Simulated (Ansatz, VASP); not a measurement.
# Cross-check of PtS2 (1T-PtS2 monolayer) between VASP and Ansatz, part 2 of 2

One calculation is typed for both programs; each brings its own data sets. How far apart do they land?  Valence electrons are named where the data sets of a main pair hold unlike numbers.

VASP 6.6.1 and Ansatz 0.2.0.

So far: Set-up; VASP: band structure, PBE with D3(BJ), spin-orbit coupling.

## 3. Ansatz: band structure, PBE with D3(BJ), spin-orbit coupling

Level of this step: Ansatz beside VASP: Kohn-Sham DFT, plane waves, PBE with D3(BJ), spin-orbit coupling (Ansatz).

Ansatz runs on its fully relativistic PAW (standard-fr) files.

The same cell, functional, mesh and smearing now go to Ansatz, which takes its cutoff from its data sets.

Input file input.yaml:

```yaml
crystal:
  lattice:
    - [3.533116205, 0.0, 0.0]
    - [-1.7665581025, 3.0597683881, 0.0]
    - [0.0, 0.0, 22.0]
  atoms:
    - { symbol: Pt, position: [0.0, 0.0, 0.5] }
    - { symbol: S, position: [0.3333333333, 0.6666666667, 0.4434817369] }
    - { symbol: S, position: [0.6666666667, 0.3333333333, 0.5565182631] }
hamiltonian:
  xc: pbe
  pseudopotentials: { kind: paw_fr }
  dispersion: d3bj
magnetization:
  noncollinear: true
  spin_orbit: true
kpoints:
  mp_grid: { grid: [12, 12, 1] }
  band_path:
    path:
      - [0.0, 0.0, 0.0]
      - [0.03846, 0.0, 0.0]
      - [0.07692, 0.0, 0.0]
      - [0.15385, 0.0, 0.0]
      - [0.19231, 0.0, 0.0]
      - [0.23077, 0.0, 0.0]
      - [0.26923, 0.0, 0.0]
      - [0.30769, 0.0, 0.0]
      - [0.34615, 0.0, 0.0]
      - [0.42308, 0.0, 0.0]
      - [0.46154, 0.0, 0.0]
      - [0.5, 0.0, 0.0]
      - [0.48718, 0.02564, 0.0]
      - [0.47436, 0.05128, 0.0]
      - [0.44872, 0.10256, 0.0]
      - [0.4359, 0.12821, 0.0]
      - [0.41026, 0.17949, 0.0]
      - [0.39744, 0.20513, 0.0]
      - [0.37179, 0.25641, 0.0]
      - [0.35897, 0.28205, 0.0]
      - [0.34615, 0.30769, 0.0]
      - [0.33333, 0.33333, 0.0]
      - [0.30769, 0.30769, 0.0]
      - [0.25641, 0.25641, 0.0]
      - [0.23077, 0.23077, 0.0]
      - [0.20513, 0.20513, 0.0]
      - [0.15385, 0.15385, 0.0]
      - [0.12821, 0.12821, 0.0]
      - [0.07692, 0.07692, 0.0]
      - [0.05128, 0.05128, 0.0]
      - [0.0, 0.0, 0.0]
    npoints: 1
scf:
  occupations: { method: gaussian, width: 0.03 }
  n_extra_bands: 14
efield:
  axis: 3
  dipole_correction: true
  ramp_width: 0.04
output:
  forces: true
  eigenvalues: true
  write_density: true
  write_potential: true
  elf: true
  volumetric_format: npy
```

Run with:

```
> ansatz run input.yaml --threads 4 --pin off --max-ram 9216MiB --backend cpu --events-out ev --progress --plain --runs-dir out
```

Numbers of over 12 decimals in the logs are rounded to 6 here.

The log of the run:

```text
scf.n_extra_bands = 14 over 30 filled bands (N_el = 30.0): the run solves 44 bands
Engine: ansatz 0.2.0, aarch64-unknown-linux-gnu
Pseudopotentials: kind: paw_fr
Pseudopotential: Pt, paw_fr, valence charge 18, recommended cutoff 420 eV (normal), Pt.paw.azcp#standard-fr
Pseudopotential: S, paw_fr, valence charge 6, recommended cutoff 420 eV (normal), S.paw.azcp#standard-fr
Functional definition: PBE
  parameter kappa = 0.804
  parameter beta = 0.066725
  exchange = pbe_x(kappa = kappa, mu = beta*pi^2/3)
  correlation = pbe_c(beta = beta)
non-collinear run that drives no moment, with spin-orbit: no starting moment large enough to seed its density (crystal.atoms[].spin), no starting occupations that ask for one, no magnetisation constraint and no magnetic field, so the semilocal B_xc is pinned to zero
Crystal: 3 atoms, lattice volume = 237.831 Å³
Basis set: ecut = 420 eV, 4627 PW (Γ), exchange–correlation on 48×48×300 points (8 copies of the dense FFT grid, shifted against one another)
Bands: 44, of which v1, the nominal top of the filled ones, is band 30 counted from 1 (29 counted from 0)
Symmetry: 6 space group operations + 6 with time reversal
k-points: 19 of 144 (time reversal used)
Projection manifold: j_resolved (fully-relativistic pseudo-atomic orbitals)
Non-local potential: Pt, projectors of the file, l = 0: 3, l = 1: 4, l = 2: 4, l = 3: 2
Non-local potential: S, projectors of the file, l = 0: 2, l = 1: 4, l = 2: 4
PAW form: soft (Blöchl's): semilocal exchange-correlation on the pseudo side does not see the compensation charge
PAW one-centre angular grid: Pt, 590 points (default); XC on 64 Gauss nodes
PAW one-centre angular grid: S, 110 points (default); XC on 64 Gauss nodes
Initial density: superposition of atomic densities (neutral atoms: chi_scale 0, normalization atom)
Initial wavefunctions: pseudopotential atomic-orbital guess
Functional: x = pbe(κ = 0.804, μ = 0.219515), c = pbe(β = 0.066725)
SCF iter   1: F=—  HF=-14365.083453 eV  |F-HF|=—  |Δ(HF+E_count)|=         —  Δρ=5.08e-2  dr2=7.21e0  dr2_m=0.00e0 (ungated)  ethr=3.10e-3  |M|=0.00e0 ∫|m|=0.00e0 μB  |m|>n=0.0e0 m-floor=0.0e0 τ_xc=0.0e0  β_m=0.30  p=0.000 e·Å  D=1.67e-15 V/Å  ΔV_dip=-0.00 eV  dr2_dipole=7.49e-11  V_vac-E_F(+/−)=4.73/4.73 eV  ⟨swp⟩=13.7  Hψ=5967  notcnv=0  defer=20
efield: sawtooth ramp at fractional position 0.9800 (placed from the atoms, in the widest stretch of the axis that holds none; the zero of the levels goes with the place), width 0.0400; the density the first Hamiltonian is built on has a dipole p = 0.000 e·Å; the dipole correction subtracts the counter field D = 1.67e-15 V/Å, which shifts the + side's vacuum level by -0.00 eV against the − side's; the planar-averaged density in the ramp window peaks in size at 1.1e-6 e/Å³
preconditioner: auto → none  [insulator: Δε(μ)=1.790 eV  Ē_g=10.741 eV  σ=0.030 eV  W_gap=1.00  n_scr=12 (ndim 8)  ℏωp=11.3 eV  f_vac=0.720  D(μ)=0.00/eV (n_scr^D=0)  ε∞_Penn≈2.1]
SCF iter   2: F=—  HF=-14364.043087 eV  |F-HF|=—  |Δ(HF+E_count)|=    1.04e0  Δρ=2.20e-2  dr2=1.64e0  dr2_m=0.00e0 (ungated)  ethr=3.10e-3  |M|=0.00e0 ∫|m|=0.00e0 μB  |m|>n=0.0e0 m-floor=0.0e0 τ_xc=0.0e0  β_m=0.26  p=0.000 e·Å  D=3.20e-6 V/Å  ΔV_dip=-0.00 eV  dr2_dipole=6.88e-8  V_vac-E_F(+/−)=6.28/6.28 eV  ⟨swp⟩=3.6  Hψ=1964  notcnv=0  defer=190
SCF iter   3: F=—  HF=-14363.746828 eV  |F-HF|=—  |Δ(HF+E_count)|=   2.96e-1  Δρ=1.55e-2  dr2=1.66e-1  dr2_m=0.00e0 (ungated)  ethr=3.10e-3  |M|=0.00e0 ∫|m|=0.00e0 μB  |m|>n=0.0e0 m-floor=0.0e0 τ_xc=0.0e0  β_m=0.47  p=0.000 e·Å  D=6.36e-5 V/Å  ΔV_dip=-0.00 eV  dr2_dipole=1.47e-7  V_vac-E_F(+/−)=5.60/5.60 eV  ⟨swp⟩=2.3  Hψ=1218  notcnv=0  defer=188
SCF iter   4: F=—  HF=-14363.727715 eV  |F-HF|=—  |Δ(HF+E_count)|=   1.91e-2  Δρ=3.23e-3  dr2=8.87e-3  dr2_m=0.00e0 (ungated)  ethr=5.52e-4  |M|=0.00e0 ∫|m|=0.00e0 μB  |m|>n=0.0e0 m-floor=0.0e0 τ_xc=0.0e0  β_m=0.47  p=-0.001 e·Å  D=-5.83e-4 V/Å  ΔV_dip=0.01 eV  dr2_dipole=2.49e-5  V_vac-E_F(+/−)=5.43/5.42 eV  ⟨swp⟩=2.0  Hψ=841  notcnv=0  defer=190
SCF iter   5: F=—  HF=-14363.727187 eV  |F-HF|=—  |Δ(HF+E_count)|=   5.28e-4  Δρ=5.09e-4  dr2=3.34e-3  dr2_m=0.00e0 (ungated)  ethr=2.96e-5  |M|=0.00e0 ∫|m|=0.00e0 μB  |m|>n=0.0e0 m-floor=0.0e0 τ_xc=0.0e0  β_m=0.34  p=0.003 e·Å  D=2.66e-3 V/Å  ΔV_dip=-0.06 eV  dr2_dipole=6.01e-4  V_vac-E_F(+/−)=5.34/5.40 eV  ⟨swp⟩=2.1  Hψ=1102  notcnv=0  defer=190
SCF iter   6: F=—  HF=-14363.726877 eV  |F-HF|=—  |Δ(HF+E_count)|=   3.10e-4  Δρ=3.52e-4  dr2=2.57e-4  dr2_m=0.00e0 (ungated)  ethr=1.11e-5  |M|=0.00e0 ∫|m|=0.00e0 μB  |m|>n=0.0e0 m-floor=0.0e0 τ_xc=0.0e0  β_m=0.46  p=-0.001 e·Å  D=-5.50e-4 V/Å  ΔV_dip=0.01 eV  dr2_dipole=2.03e-5  V_vac-E_F(+/−)=5.38/5.37 eV  ⟨swp⟩=2.1  Hψ=815  notcnv=0  defer=190
SCF iter   7: F=—  HF=-14363.726865 eV  |F-HF|=—  |Δ(HF+E_count)|=   1.17e-5  Δρ=1.58e-4  dr2=7.18e-5  dr2_m=0.00e0 (ungated)  ethr=8.57e-7  |M|=0.00e0 ∫|m|=0.00e0 μB  |m|>n=0.0e0 m-floor=0.0e0 τ_xc=0.0e0  β_m=0.43  p=-0.000 e·Å  D=-6.70e-5 V/Å  ΔV_dip=0.00 eV  dr2_dipole=7.21e-7  V_vac-E_F(+/−)=5.39/5.39 eV  ⟨swp⟩=2.0  Hψ=1062  notcnv=0  defer=190
SCF iter   8: F=—  HF=-14363.726897 eV  |F-HF|=—  |Δ(HF+E_count)|=   3.13e-5  Δρ=5.11e-5  dr2=7.62e-6  dr2_m=0.00e0 (ungated)  ethr=2.39e-7  |M|=0.00e0 ∫|m|=0.00e0 μB  |m|>n=0.0e0 m-floor=0.0e0 τ_xc=0.0e0  β_m=0.67  p=-0.000 e·Å  D=-1.69e-6 V/Å  ΔV_dip=0.00 eV  dr2_dipole=3.45e-8  V_vac-E_F(+/−)=5.39/5.39 eV  ⟨swp⟩=2.2  Hψ=964  notcnv=0  defer=190
SCF iter   9: F=—  HF=-14363.726896 eV  |F-HF|=—  |Δ(HF+E_count)|=   9.44e-7  Δρ=6.55e-6  dr2=1.15e-7  dr2_m=0.00e0 (ungated)  ethr=2.54e-8  |M|=0.00e0 ∫|m|=0.00e0 μB  |m|>n=0.0e0 m-floor=0.0e0 τ_xc=0.0e0  β_m=0.69  p=-0.000 e·Å  D=-1.10e-6 V/Å  ΔV_dip=0.00 eV  dr2_dipole=1.36e-11  V_vac-E_F(+/−)=5.39/5.39 eV  ⟨swp⟩=2.0  Hψ=1008  notcnv=0  defer=190
SCF iter  10: F=-14363.726896 eV  HF=-14363.726896 eV  |F-HF|=2.94e-9  |Δ(HF+E_count)|=   1.53e-8  Δρ=1.70e-6  dr2=6.91e-9  dr2_m=0.00e0 (ungated)  ethr=3.33e-10  |M|=0.00e0 ∫|m|=0.00e0 μB  |m|>n=0.0e0 m-floor=0.0e0 τ_xc=0.0e0  p=0.000 e·Å  D=3.73e-6 V/Å  ΔV_dip=-0.00 eV  dr2_dipole=3.77e-10  V_vac-E_F(+/−)=5.39/5.39 eV  ⟨swp⟩=24.2  Hψ=7808  notcnv=0
SCF 1 converged in 10 iterations: F = -14363.726896 eV  dr2 = 6.91e-9
  greatest PAW one-centre occupation: 1.000 electrons in one spin orbital (limit 2), on the Pt atom at site 0 (counted from 0), in its partial waves of l = 0
NSCF: frozen V_eff on 31 k-points
efield: sawtooth ramp at fractional position 0.9800 (kept from the solve that this one continues, or follows in the run), width 0.0400; the density the first Hamiltonian is built on has a dipole p = 0.000 e·Å; the dipole correction subtracts the counter field D = 3.73e-6 V/Å, which shifts the + side's vacuum level by -0.00 eV against the − side's; the planar-averaged density in the ramp window peaks in size at 9.8e-7 e/Å³
SCF converged after 10 iterations
Magnetization: |M| = 0.0000 μB,  M = (+0.0000, +0.0000, +0.0000) μB
Absolute magnetization: 0.0000 μB (∫|m|)
  site 0: m = (+0.0000, +0.0000, +0.0000) μB, |m| = 0.0000 μB  (R = 0.99 Å)
  site 1: m = (+0.0000, +0.0000, +0.0000) μB, |m| = 0.0000 μB  (R = 0.99 Å)
  site 2: m = (+0.0000, +0.0000, +0.0000) μB, |m| = 0.0000 μB  (R = 0.99 Å)
Free energy (F): -14363.726896 eV
Harris-Foulkes:  -14363.726896 eV  (|F-HF|=2.94e-9)
Internal energy: -14363.726896 eV  (E = F + TS)
E sigma→0 (E₀):  -14363.726896 eV
Fermi energy:    -1.586927 eV
Dipole field:    D = -0.000020 V/Å  (p = -0.000027 e·Å, saw-weighted, corrected)
Work function:   Φ+ = 5.3870 eV   Φ− = 5.3865 eV
Levels:          The Fermi level and band energies are counted from a zero that moves with the ramp; work functions are not
--- Per-component energies (eV) ---
  E_band       = -700.898745
  E_kinetic    = 849.656031
  E_local      = -22501.647812  (includes V_loc(G=0)·N_el)
  E_nonlocal   = 243.313684
  E_hartree    = 10738.997131
  E_xc         = -455.867547
  E_vxc        = -477.585437  (∫ρ·V_xc dr)
  E_paw        = -10680.193444  (= ΣΔE_a)
  E_vpaw       = -292.625187  (= ΣTr[D̂ρ^β])
  E_aug_tail   = 0.000160  (compensation charges beyond the density's cutoff)
  E_efield     = 0.000000  (sawtooth field / dipole correction)
  E_vefield    = 0.000000  (∫n·V_field dr)
  E_ewald      = 7442.846966
  E_disp       = -0.832064  (pairwise vdW)
  E_smearing   = -0.000000  (= −TS)
  E_closure    = -0.000000  (closes the sum)
  Σ components = -14363.726896   (vs F -14363.726896, Δ=0.00e0)
--- Forces (eV/Å), atoms counted from 1 ---
  atom   1  Pt     0.00000000    -0.00000000    -0.00002905
  atom   2  S     -0.00000000     0.00000000    -0.06384004
  atom   3  S     -0.00000000    -0.00000000     0.06384190
  max |Σ_I F_I| component: 2.72e-5 eV/Å
--- Band table (eV; the first three rows and the last of 19) ---
  k-point 0: bands = [... 26 lower, -2.9081, -2.9081, -2.6943, -2.6943, 0.5953, 0.5953, 0.8479, 0.8479, ... 10 higher]
  k-point 1: bands = [... 26 lower, -2.8170, -2.8170, -2.5645, -2.5645, 0.2489, 0.2489, 0.6439, 0.6439, ... 10 higher]
  k-point 2: bands = [... 26 lower, -2.7686, -2.7686, -2.4811, -2.4811, -0.4540, -0.4540, 0.3937, 0.3937, ... 10 higher]
  k-point 18: bands = [... 26 lower, -3.3309, -3.3309, -3.1316, -3.1316, -0.3802, -0.3802, -0.2874, -0.2874, ... 10 higher]
```

Run time: 29 s. Hardware: 4 threads of Arm Neoverse V2, shared host; peak memory 1.2 GiB; 1.9 min of CPU time.

The column dr2 measures how far the density is from self-consistency, as an energy; F and HF (Harris–Foulkes) agree once it is small.

## 4. Comparison

Known differences besides the potentials themselves: spin-orbit coupling enters by fully relativistic files in Ansatz and inside the spheres in VASP; the data sets hold 30 valence electrons in Ansatz (on its fully relativistic PAW (standard-fr) files) and 22 in VASP; the cutoff is 420 eV in Ansatz and 350 eV in VASP (PREC = Normal). Total energies have different zeros and are not compared.

Both answers:

```
                     quantity  Ansatz   VASP  difference
gap over the path points (eV)   1.772  1.770      +0.003
```

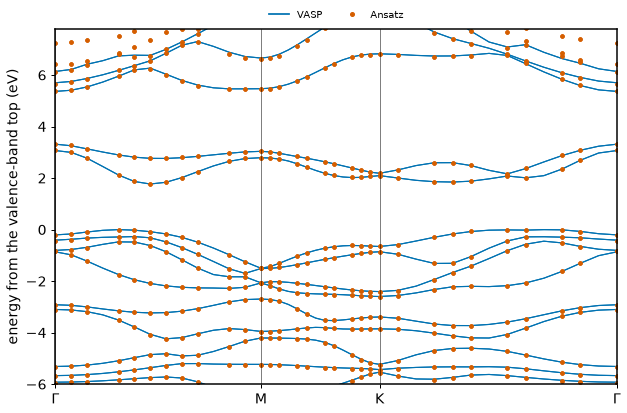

Bands from VASP (lines) and levels from Ansatz (dots). Dots without a line are higher empty bands that the VASP plot leaves out.

Levels at points of the path, from each program's valence-band top (eV; 8 filled, then empty):

```
k (reciprocal lattice)                                                                         Ansatz                                                                           VASP
     0.000 0.000 0.000  -0.85 -0.85 -0.82 -0.82 -0.43 -0.43 -0.21 -0.21 3.08 3.08 3.33 3.33 5.37 5.37  -0.86 -0.86 -0.81 -0.81 -0.41 -0.41 -0.20 -0.20 3.07 3.07 3.32 3.32 5.36 5.36
     0.038 0.000 0.000  -0.97 -0.97 -0.78 -0.78 -0.39 -0.39 -0.18 -0.18 3.00 3.00 3.27 3.27 5.42 5.42  -0.98 -0.98 -0.77 -0.77 -0.37 -0.37 -0.17 -0.17 3.00 3.00 3.25 3.25 5.41 5.41
     0.077 0.000 0.000  -1.22 -1.22 -0.70 -0.70 -0.34 -0.34 -0.10 -0.10 2.78 2.78 3.15 3.15 5.54 5.54  -1.22 -1.22 -0.69 -0.69 -0.33 -0.33 -0.09 -0.09 2.77 2.77 3.13 3.13 5.54 5.54
     0.154 0.000 0.000    -1.74 -1.74 -0.49 -0.49 -0.30 -0.30 0.00 0.00 2.12 2.12 2.91 2.91 5.97 5.97    -1.75 -1.75 -0.48 -0.48 -0.29 -0.29 0.00 0.00 2.12 2.12 2.90 2.90 5.96 5.96
     0.192 0.000 0.000  -1.94 -1.94 -0.49 -0.49 -0.28 -0.28 -0.02 -0.02 1.87 1.87 2.82 2.82 6.21 6.21  -1.95 -1.95 -0.48 -0.48 -0.27 -0.27 -0.02 -0.02 1.87 1.87 2.81 2.81 6.20 6.20
     0.231 0.000 0.000  -2.09 -2.09 -0.63 -0.63 -0.32 -0.32 -0.08 -0.08 1.77 1.77 2.77 2.77 6.24 6.24  -2.09 -2.09 -0.62 -0.62 -0.32 -0.32 -0.08 -0.08 1.77 1.77 2.77 2.77 6.27 6.27
     0.269 0.000 0.000  -2.18 -2.18 -0.87 -0.87 -0.48 -0.48 -0.16 -0.16 1.84 1.84 2.77 2.77 6.00 6.00  -2.18 -2.18 -0.86 -0.86 -0.47 -0.47 -0.17 -0.17 1.84 1.84 2.76 2.76 6.03 6.03
     0.308 0.000 0.000  -2.24 -2.24 -1.18 -1.18 -0.70 -0.70 -0.30 -0.30 2.02 2.02 2.80 2.80 5.76 5.76  -2.24 -2.24 -1.17 -1.17 -0.70 -0.70 -0.30 -0.30 2.02 2.02 2.79 2.79 5.79 5.79
     0.346 0.000 0.000  -2.26 -2.26 -1.50 -1.50 -0.96 -0.96 -0.48 -0.48 2.25 2.25 2.85 2.85 5.58 5.58  -2.26 -2.26 -1.49 -1.49 -0.96 -0.96 -0.49 -0.49 2.25 2.25 2.84 2.84 5.61 5.61
     0.423 0.000 0.000  -2.28 -2.28 -1.83 -1.83 -1.53 -1.53 -0.97 -0.97 2.65 2.65 2.97 2.97 5.45 5.45  -2.28 -2.28 -1.83 -1.83 -1.52 -1.52 -0.98 -0.98 2.65 2.65 2.96 2.96 5.46 5.46
```

At this near-relaxed geometry the largest component of a force difference is 23 meV/Å. Among the levels compared at these points, filled levels agree within 20 meV and empty ones within 31 meV. With vacuum in the cell, a pressure given here is an average over mostly empty space and none of the material.

## 5. Outcome

| Quantity | Value |
| --- | --- |
| largest difference of a filled level at the path points (band structure, PBE with D3(BJ), spin-orbit coupling) | 20 meV |
| r.m.s. force difference (band structure, PBE with D3(BJ), spin-orbit coupling) | 11 meV/Å |

What this shows: The r.m.s. force difference is 11 meV/Å (band structure, PBE with D3(BJ), spin-orbit coupling), within the 12 meV/Å picked in this series as the mark of a large difference. The data sets hold unlike numbers of valence electrons (30 in Ansatz and 22 in VASP), so part of the differences comes from the potentials. 6 further runs of this series are not shown here. How closely two codes agree says nothing of how well the functional describes the real material.

[Lines on the potential files, build, host, timing and source positions are cut from VASP's logs without a mark.]

[Logs are printed without paths, hosts, clocks, repeated set-up lines and the standing remarks that a program may print on its own settings, such as how far it seeks lower states.]

[Hosts, paths, dates, database ids (printed as entryN), source tags and the programs' standing remarks are cut or masked in the printed files.]
